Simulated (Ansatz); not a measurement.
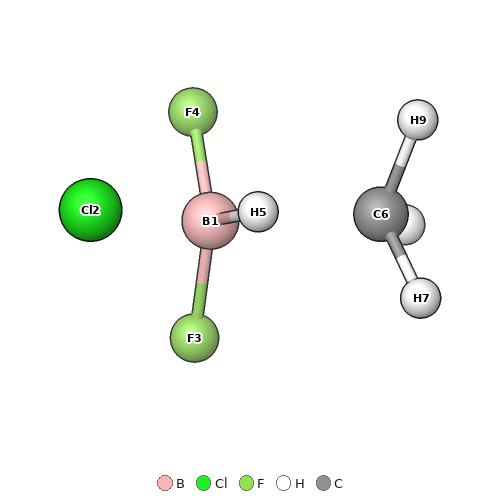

The system is the reacting system CH₄BClF₂ (fragments BClF₂ + CH₄ where the first distance is long, BF₂ + CH₄Cl where the second is long); the picture shows the reference structure. 
- First axis: distance Cl2–H5 (bond that forms). Second axis: distance B1–Cl2 (bond that breaks).
- Relaxed at each point: all other coordinates.
- The grid has 13 × 13 points. At 1 point there is no value.
- Points are written as (first, second).
- Energies: eV, counted from a guessed transition structure relaxed with its forming and breaking bonds held.
- Energies and slopes of some neighbouring points disagree (a jump in structure or state, or too coarse a mesh). The reference is spin-restricted, so regions where a bond is pulled apart into radicals lie too high.
- All numbers below come from RHF/def2-SVP (Ansatz 0.2.0).

Its coordinates:

```yaml
atoms:
  - { symbol: B, position_ang: [-0.7216, -0.2173, -0.5144] }
  - { symbol: Cl, position_ang: [-0.2793, -2.3298, -0.2642] }
  - { symbol: F, position_ang: [-0.5352, 0.1025, -1.7723] }
  - { symbol: F, position_ang: [-1.8468, 0.0536, 0.1013] }
  - { symbol: H, position_ang: [0.3560, -0.7648, 0.2233] }
  - { symbol: C, position_ang: [0.6400, 0.5789, 0.4694] }
  - { symbol: H, position_ang: [1.6627, 0.5555, 0.1034] }
  - { symbol: H, position_ang: [0.1449, 1.4752, 0.1002] }
  - { symbol: H, position_ang: [0.5794, 0.5461, 1.5533] }
```

Range: distance Cl2–H5 (bond that forms) from 1.197 to 2.997 Å; distance B1–Cl2 (bond that breaks) from 1.674 to 3.474 Å.

Question: What landscape does the calculation give?

Answer: The lowest grid point is at (2.997 Å, 1.755 Å), −2.9 eV from a guessed transition structure relaxed with its forming and breaking bonds held. It lies in a valley that leaves the map towards separated partners. Other grid points that lie below all their neighbours: (2.630 Å, 3.288 Å) (4.7 eV higher). The highest grid point, (1.197 Å, 3.474 Å), lies 9.6 eV above the lowest.

| second ↓, first → | 1.197 | 1.278 | 1.389 | 1.515 | 1.653 | 1.800 | 1.954 | 2.115 | 2.281 | 2.453 | 2.630 | 2.811 | 2.997 |
| --- | --- | --- | --- | --- | --- | --- | --- | --- | --- | --- | --- | --- | --- |
| 3.474 | 6.7 | 6.0 | 5.3 | 4.6 | 4.0 | 3.6 | 3.3 | 3.1 | 3.0 | 2.9 | 1.9 | 2.1 | 2.2 |
| 3.288 | 6.4 | 5.7 | 4.9 | 4.2 | 3.6 | 3.1 | 2.8 | 2.7 | 2.5 | 2.5 | 1.7 | 1.9 | 2.0 |
| 3.107 | 6.0 | 5.3 | 4.4 | 3.7 | 3.1 | 2.7 | 2.4 | 2.2 | 2.0 | 2.0 | 1.9 | 1.9 | 1.9 |
| 2.930 | 5.7 | 4.8 | 3.9 | 3.2 | 2.6 | 2.1 | 1.8 | 1.6 | 1.5 | 1.4 | 1.4 | 1.3 | 1.3 |
| 2.758 | 5.3 | 4.4 | 3.4 | 2.6 | 2.0 | 1.6 | 1.2 | 1.0 | 0.9 | 0.9 | 0.8 | 0.8 | 0.7 |
| 2.592 | 4.8 | 3.9 | 2.9 | 2.0 | 1.4 | 0.9 | 0.6 | 0.4 | 0.3 | 0.2 | 0.2 | 0.2 | – |
| 2.431 | 4.4 | 3.3 | 2.3 | 1.4 | 0.8 | 0.3 | 0.0 | −0.2 | −0.4 | −0.4 | −0.5 | −0.5 | −0.5 |
| 2.277 | 3.9 | 2.8 | 1.7 | 0.8 | 0.1 | −0.4 | −0.7 | −0.9 | −1.0 | −1.1 | −1.2 | −1.2 | −1.2 |
| 2.130 | 3.5 | 2.3 | 1.2 | 0.2 | −0.5 | −1.0 | −1.3 | −1.6 | −1.7 | −1.8 | −1.8 | −1.8 | −1.8 |
| 1.992 | 3.1 | 1.9 | 0.7 | −0.3 | −1.0 | −1.5 | −1.9 | −2.1 | −2.2 | −2.3 | −2.4 | −2.4 | −2.4 |
| 1.866 | 2.9 | 1.7 | 0.4 | −0.6 | −1.4 | −1.9 | −2.3 | −2.5 | −2.6 | −2.7 | −2.7 | −2.8 | −2.8 |
| 1.755 | 2.9 | 1.7 | 0.4 | −0.7 | −1.5 | −2.0 | −2.4 | −2.6 | −2.8 | −2.8 | −2.9 | −2.9 | −2.9 |
| 1.674 | 3.1 | 1.8 | 0.5 | −0.5 | −1.3 | −1.9 | −2.3 | −2.5 | −2.7 | −2.8 | −2.8 | −2.8 | −2.8 |

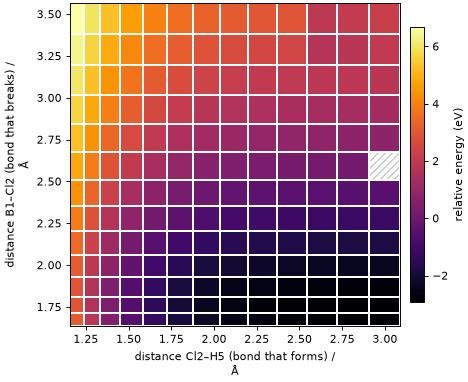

In the figure: one coloured cell a grid point, hatched blanks where no value was computed.

The whole map (168 points run) took 22 min on 1 thread of Intel(R) Xeon(R) 6975P-C (Granite Rapids) (shared host).
